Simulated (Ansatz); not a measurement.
# Tc of LuNi2B2C (I4/mmm) from its phonons

Aim: the phonon-mediated transition temperature of LuNi2B2C (I4/mmm) at ambient pressure, over a range of μ*. The cell shown first is a relaxed one, from steps not shown here.

Program: Ansatz 0.2.0. Level of theory: DFT PBEsol, scalar-relativistic, plane waves, PAW. Results are calculated unless marked as measured.

**Measured values to reproduce.**

“Anomalous temperature-dependent transport in YbNi2B2C and its correlation to microstructural features” (2003, arxiv:cond-mat/0309686) quotes from earlier work for LuNi2B2C (single crystal used as non-magnetic reference): superconducting transition temperature (resistive superconducting transition) 16 K.

This is a report of a sequence of runs, with most program output left out.

## Step 1: The cell after earlier relaxation steps

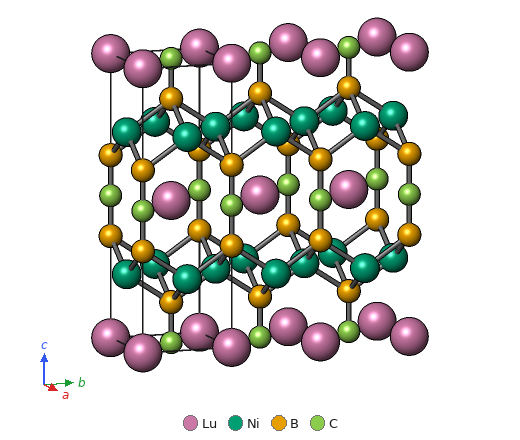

Start, viewed slightly off an axis; lutetium pink, nickel teal, boron orange, carbon green. 1×3×1 cells are drawn. This picture shows the conventional cell, with its axes. Some periodic images of atoms are drawn too.

## Step 2: Resistivity: q 4×4×4, k 12×12×12, scattering 16×16×16

The run that gives the couplings also evaluates McMillan's and Allen and Dynes's formulas and, where asked, the Eliashberg equations, over a range of μ*.

File input.yaml:

```yaml
crystal:
  lattice:
    - [-1.7140161661, 1.7140161661, 5.233208164]
    - [1.7140161661, -1.7140161661, 5.233208164]
    - [1.7140161661, 1.7140161661, -5.233208164]
  atoms:
    - { symbol: Lu, position: [0.0, 0.0, 0.0] }
    - { symbol: Ni, position: [0.75, 0.25, 0.5] }
    - { symbol: Ni, position: [0.25, 0.75, 0.5] }
    - { symbol: B, position: [0.3576610214, 0.3576610214, 0.0] }
    - { symbol: B, position: [0.6423389786, 0.6423389786, 0.0] }
    - { symbol: C, position: [0.5, 0.5, 0.0] }
kpoints:
  mp_grid: { grid: [12, 12, 12] }
hamiltonian:
  xc: pbesol
scf:
  occupations: { method: methfessel_paxton, width: 0.2 }
output:
  eigenvalues: true
phonons:
  method: dfpt
  qmesh: [4, 4, 4]
  temperatures: { t_max: 1000, t_step: 50 }
  qpath:
    path:
      - [0.0, 0.0, 0.0]
      - [0.0, 0.0, 0.5]
      - [0.25, 0.25, 0.25]
      - [0.0, 0.5, 0.0]
      - [0.0, 0.0, 0.0]
      - [0.5, 0.5, -0.5]
    npoints: 6
  electrical_resistivity:
    mesh: [16, 16, 16]
    temperatures: [20.0, 50.0, 80.0, 100.0, 150.0, 200.0, 273.0, 300.0, 400.0, 500.0, 600.0, 800.0]
  superconductivity: { mesh: [16, 16, 16] }
```

Command:

```console
$ ansatz run input.yaml --threads 16 --pin off --max-ram 61440MiB --backend cuda --events-out ev --progress --plain --runs-dir out --max-vram 78GiB
```

Elapsed: 7.4 min, on 1 × NVIDIA GB200 with 16 threads of Arm Neoverse V2, shared host; peak memory 19 GiB; 30 min of CPU time.

This run has no spin polarisation, although Ni can carry a moment.

Numbers from this step:

```yaml
volume_per_atom: 10.25 Å³/atom
metallic_on_mesh: yes
gap_on_the_k_mesh: 0 eV
zero_point_energy: 0.4301 eV/cell
share_of_imaginary_modes: 0
highest_frequency_on_the_path_or_at_a_solved_wavevector: 1322 cm⁻¹
debye_temperature_second_moment: 903 K
resistivity_at_300_k: 38.77 μΩ cm, mean of the axes
coupling_constant_lambda: 0.8732
density_of_states_at_the_fermi_level: 1.704 states/eV a spin and cell
log_mean_phonon_energy_omega_log: 21.89 meV
transport_coupling_constant_lambda_tr: 0.8953, 0.8953, 0.888 (xx, yy, zz)
drude_plasma_energy: 4.71, 4.71, 4.636 eV (xx, yy, zz)
resistivity_times_mean_free_path: 9.783, 9.783, 9.584 × 10⁻¹⁶ Ω m² (xx, yy, zz)
second_moment_phonon_energy_omega: 36.59 meV
```

Transition temperatures:

```
  μ*  McMillan Tc (K)  Allen–Dynes Tc (K)  isotropic Fermi-surface Tc (K)  isotropic full bandwidth Tc (K)  anisotropic Fermi-surface Tc (K)  anisotropic full bandwidth Tc (K)  anisotropic narrow window Tc (K)
0.08             15.8                16.9                            15.2                             15.7                              18.3                                 19                              18.9
 0.1             14.1                  15                            13.2                             13.5                              16.3                                 17                              16.9
0.12             12.5                13.2                            11.3                             11.5                              14.5                               15.1                                15
0.13             11.7                12.3                            10.5                             10.5                              13.7                               14.1                              14.1
0.14             10.9                11.5                            9.66                             9.61                              12.9                               13.3                              13.3
0.16             9.45                 9.9                            8.14                              7.9                              11.4                               11.6                              11.7
 0.2             6.73                   7                            5.58                             5.02                              8.87                               8.73                              8.93
```

## Step 3: Coupling and resistivity: q 4×4×4, k 16×16×16, scattering 24×24×24

The next rung changes the k mesh of the density and its response; the scattering mesh, which samples the Fermi surface.

input.yaml: that of step 2 with these lines changed.

```diff
@@ -13,3 +13,3 @@
 kpoints:
-  mp_grid: { grid: [12, 12, 12] }
+  mp_grid: { grid: [16, 16, 16] }
 hamiltonian:
@@ -34,4 +34,4 @@
   electrical_resistivity:
-    mesh: [16, 16, 16]
+    mesh: [24, 24, 24]
     temperatures: [20.0, 50.0, 80.0, 100.0, 150.0, 200.0, 273.0, 300.0, 400.0, 500.0, 600.0, 800.0]
-  superconductivity: { mesh: [16, 16, 16] }
+  superconductivity: { mesh: [24, 24, 24] }
```

The job ended after 9.8 min (1 × NVIDIA GB200 with 16 threads; peak memory 19 GiB).

Numbers from this step:

* zero point energy: 0.4304 eV/cell
* resistivity at 300 K: 38.83 μΩ cm, mean of the axes
* coupling constant λ: 0.9034
* density of states at the Fermi level: 1.755 states/eV a spin and cell
* log mean phonon energy ħω_log: 21.87 meV
* transport coupling constant λ_tr: 0.9275, 0.9275, 0.9112 (xx, yy, zz)
* Drude plasma energy: 4.767, 4.767, 4.626 eV (xx, yy, zz)
* resistivity times mean free path: 9.52, 9.52, 9.649 × 10⁻¹⁶ Ω m² (xx, yy, zz)
* second-moment phonon energy ħω₂: 36.63 meV

Transition temperatures:

```
  μ*  McMillan Tc (K)  Allen–Dynes Tc (K)  isotropic Fermi-surface Tc (K)  isotropic full bandwidth Tc (K)  anisotropic Fermi-surface Tc (K)  anisotropic full bandwidth Tc (K)  anisotropic narrow window Tc (K)
0.08             16.6                17.9                            16.2                             16.6                              19.1                               19.9                              19.7
 0.1               15                  16                            14.1                             14.4                              17.1                               17.8                              17.7
0.12             13.3                14.1                            12.2                             12.3                              15.3                               15.9                              15.8
0.13             12.5                13.3                            11.3                             11.3                              14.4                               14.9                              14.9
0.14             11.8                12.4                            10.5                             10.4                              13.6                                 14                                14
0.16             10.2                10.8                            8.88                             8.62                              12.1                               12.3                              12.4
 0.2             7.44                7.75                             6.2                             5.58                              9.41                               9.35                              9.55
```

The Eliashberg function α²F has structure finer than the step of the table below, so its rows give means over 10 meV, whole bins alone (the curve runs from 0.64 to 163 meV). Peaks (meV: height): α²F 9.6: 0.267, 13.4: 0.45, 28.8: 0.194, 58.2: 0.984, 60.8: 0.583, 105.6: 0.538, 161.9: 0.144; α²F tr 9.6: 0.336, 13.4: 0.424, 58.2: 1.10, 105.6: 0.482, 161.9: 0.240.

Eliashberg function α²F against phonon energy; means over each step:

```
phonon energy (meV)     α²F  α²F tr
                 10   0.192   0.196
                 20   0.220   0.210
                 30   0.113   0.108
                 40  0.0527  0.0542
                 50   0.132   0.134
                 60   0.444   0.492
                 70       0       0
                 80       0       0
                 90       0       0
                100  0.0348  0.0319
                110  0.0803  0.0675
                120       0       0
```

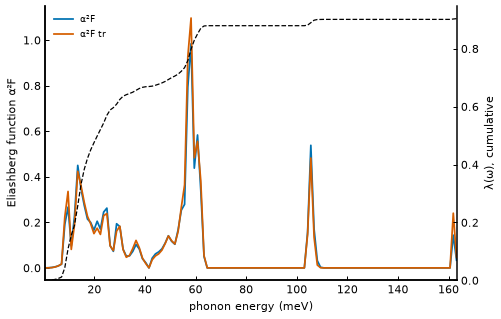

Eliashberg function α²F, plotted against phonon energy. The dashed line is the running λ.

The Eliashberg function α²F has structure finer than the step of the table below, so its rows give means over 10 meV, whole bins alone (the curve runs from 0.64 to 163 meV). Peaks (meV: height): α²F 13.4: 0.45, 58.2: 0.984, 60.8: 0.583, 105.6: 0.538; Lu 9.6: 0.247, 13.4: 0.137; Ni 13.4: 0.228, 25.0: 0.255, 30.1: 0.139, 36.5: 0.0889; B 58.2: 0.788, 105.6: 0.533; C 54.4: 0.164, 58.2: 0.148, 62.1: 0.247, 161.9: 0.0923.

Table of Eliashberg function α²F by phonon energy; means over each step:

```
phonon energy (meV)     α²F       Lu      Ni       B        C
                 10   0.192   0.0928  0.0723  0.0183  0.00853
                 20   0.220   0.0392   0.158  0.0157  0.00649
                 30   0.113   5.9e-4  0.0938  0.0135  0.00510
                 40  0.0527   1.1e-4  0.0363  0.0110  0.00524
                 50   0.132   8.7e-4  0.0317  0.0492   0.0504
                 60   0.444  0.00149  0.0215   0.293    0.128
                 70       0        0       0       0        0
                 80       0        0       0       0        0
                 90       0        0       0       0        0
                100  0.0348   1.7e-5  2.7e-4  0.0345   1.7e-5
                110  0.0803   3.4e-5  5.8e-4  0.0797   3.4e-5
                120       0        0       0       0        0
```

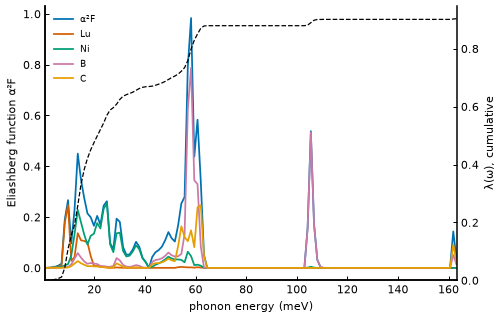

Eliashberg function α²F, plotted against phonon energy. The dashed line is the running λ.

Anisotropic full-bandwidth solution, weighted at the Fermi level. Gaps:

```
 mu*  T (K)  mean gap (meV)  5 % (meV)  95 % (meV)  mean Z
 0.1   4.45            2.61       1.34        3.62    1.81
 0.1   8.91            2.48       1.27        3.45    1.81
 0.1   13.4            2.01       1.03         2.8    1.83
 0.1     16            1.36      0.702         1.9    1.84
0.13   3.73             2.1      0.964        2.99    1.82
0.13   7.47            1.99      0.913        2.84    1.82
0.13   11.2            1.61      0.739         2.3    1.83
0.13   13.4            1.09      0.503        1.56    1.84
0.16   3.09            1.65      0.663        2.43    1.83
0.16   6.17            1.56      0.626         2.3    1.83
0.16   9.26            1.26      0.505        1.86    1.84
0.16   11.1           0.853      0.343        1.26    1.85
```

dTc/da2F against phonon energy:

```
phonon energy (meV)  dTc/da2F (K/meV)
                 10              3.77
                 20              2.96
                 30              2.31
                 40              1.87
                 50              1.55
                 60              1.32
                 70              1.14
                 80             0.994
                 90             0.878
                100             0.785
                110             0.706
                120             0.640
                130             0.583
                140             0.535
                150             0.492
                160             0.455
```

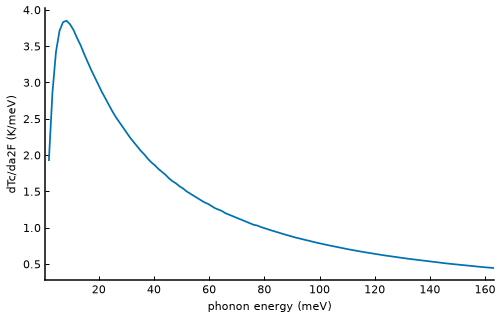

dTc/da2F against phonon energy.

The share of the Fermi-level states by lambda of a state:

```
lambda of a state  share of the Fermi-level states
            0.411                            0.106
            0.480                           0.0665
            0.549                           0.0833
            0.619                           0.0572
            0.688                           0.0337
            0.757                           0.0459
            0.827                           0.0257
            0.896                           0.0308
            0.965                            0.107
            1.030                           0.0703
            1.100                           0.0668
            1.170                            0.123
            1.240                           0.0679
            1.310                           0.0591
            1.380                           0.0261
            1.450                           0.0114
            1.520                           0.0061
            1.590                           0.0022
            1.660                           0.0046
            1.730                           5.0e-4
            1.800                           0.0027
            1.870                           0.0013
            1.940                           0.0013
            2.010                                0
```

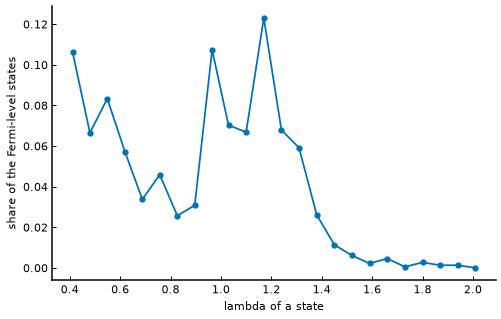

Share of the Fermi-level states against lambda of a state.

## Step 4: What came out

* meshes: q 4×4×4, k 16×16×16, scattering 24×24×24
* coupling constant λ: 0.903
* log mean phonon energy ħω_log: 21.9 meV
* Allen–Dynes Tc at μ* = 0.1: 16 K
* Allen–Dynes Tc at μ* = 0.13: 13.3 K
* anisotropic Eliashberg Tc at μ* = 0.1: 17.8 K
* anisotropic Eliashberg Tc at μ* = 0.13: 14.9 K

In words: In the last run (PBEsol, q 4×4×4, k 16×16×16, scattering 24×24×24), with λ = 0.90 and ħω_log = 21.9 meV, Tc at μ* = 0.13 is 12 K by McMillan's formula, 13 K by Allen and Dynes's and 15 K by the anisotropic Eliashberg equations. Allen and Dynes's formula meets the measured 16 K at μ* near 0.10. Raising μ* from 0.10 to 0.16 lowers the Allen–Dynes value from 16 to 11 K. The mean gap at a quarter of Tc gives 2Δ/k_B Tc = 3.27, against 3.53 in weak-coupling theory. The gap spreads from 0.96 to 3.0 meV over nine tenths of the Fermi surface. By the run's own test λ is not converged in the fine mesh: it moves by 9 % between the two finest, and by up to 17 % in the other runs. The run's transport test calls it not converged in the mesh; ρ(300 K) moves by 6 % in the component that moves most. λ of these runs moves by 9 to 17 % between their two finest meshes, and Tc by more, so small gaps between the runs or to the measured value rank nothing. The runs are not spin-polarised; where the real material orders magnetically, these values do not describe it. Over the runs, λ takes the values 0.873 and 0.903, in the order shown. μ* is a typed number, phonons are harmonic, and spin fluctuations are left out; at μ* = 0.13 McMillan's formula turns 1 % in λ into about 2.0 % in Tc.

Comparison with the measured values:

```
                                                   quantity  measured  Allen–Dynes, PBEsol, q 4×4×4, fine 16×16×16  Eliashberg, PBEsol, q 4×4×4, fine 16×16×16  Allen–Dynes, PBEsol, q 4×4×4, fine 24×24×24  Eliashberg, PBEsol, q 4×4×4, fine 24×24×24
superconducting transition temperature (μ* = 0.13) (kelvin)        16                              12.30 (-23.1 %)                             14.10 (-11.9 %)                              13.30 (-16.9 %)                              14.90 (-6.9 %)
```

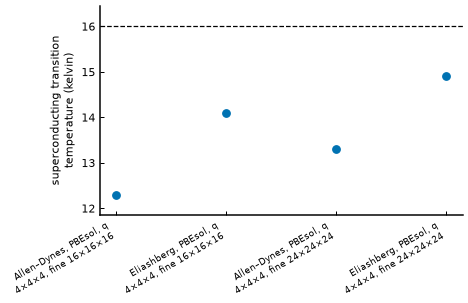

The superconducting transition temperature by level; the dashed line is the measured value.

Measured values from arxiv:cond-mat/0309686 (2003).

How well it matches: For the superconducting transition temperature, of the levels listed nearest comes Eliashberg, PBEsol, q 4×4×4, fine 24×24×24 (-6.9 %) and farthest Allen–Dynes, PBEsol, q 4×4×4, fine 16×16×16 (-23.1 %). The magnetic state of these runs (no moments) need not be that of the sample, so the match is not graded. Limits of convergence are named above.

[Logs are printed without paths, hosts, clocks, repeated set-up lines and the standing remarks that a program may print on its own settings, such as how far it seeks lower states.]

[Hosts, paths, dates, database ids (printed as entryN), source tags and the programs' standing remarks are cut or masked in the printed files.]
